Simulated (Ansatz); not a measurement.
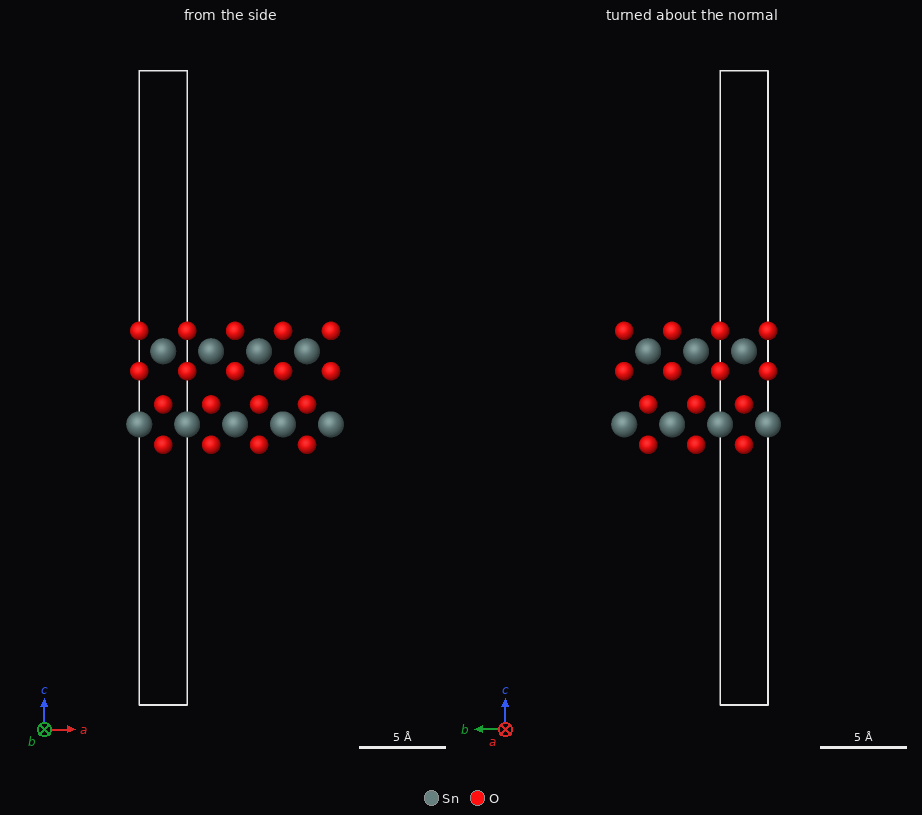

A spheres-only picture of a periodic slab, seen from the side and turned about the normal. The surface normal points up in side views; the box is the simulation cell. 4×3 cells are drawn in the plane, with atoms at the edges repeated.

The cell holds 2 Sn, 4 O.

**Give the termination of both faces.**

The top face ends in O, the bottom face in O. The two faces are alike.

**Estimate the thickness.**

About 7 Å from the lowest to the highest atom, with about 31 Å of vacuum to the next image.

**Go down through the slab and list the planes.**

Six planes: O / Sn / O / O / Sn / O.

The initial geometry was a structure type filled with these elements by a generator (whether the compound takes this form wasn't checked). What is shown is the relaxed result from DFT PBE+D3(BJ), scalar-relativistic, plane waves, PAW (Ansatz 0.2.0).
